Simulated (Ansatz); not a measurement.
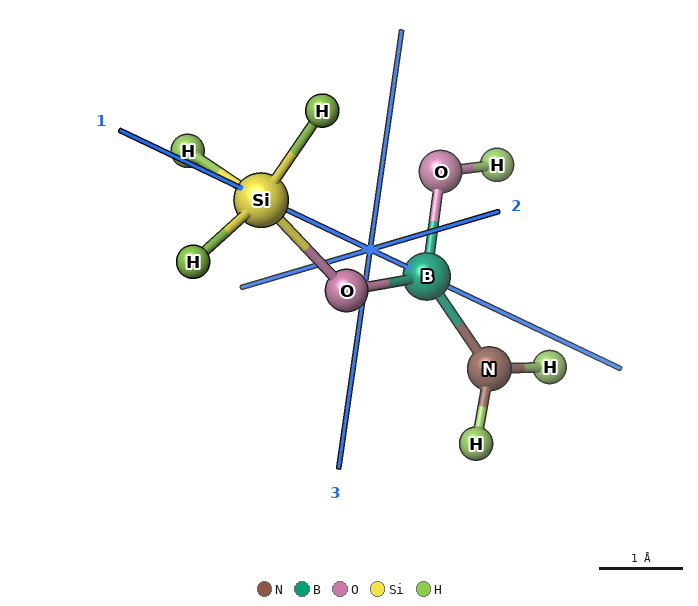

The three principal axes of inertia are drawn and numbered. Depth is shown by fading: the farther an atom, the more it takes the colour of the background. Computed geometry: PBE0-D4/def2-TZVP optimisation. Masses are those of the most abundant isotopes; constants are for the rigid equilibrium geometry.

Q: Which line is the a axis (least moment of inertia), which b and which c?

A: a is line 1, b is line 3, c is line 2; the moments are 57.5, 214, 265 u Å².

Q: Classify the rotor and give the rotational constants (cm⁻¹).

A: An asymmetric top (Cs): A = 0.293, B = 0.0789, C = 0.0636 cm⁻¹. Ray's parameter κ is −0.87, close to the prolate limit.
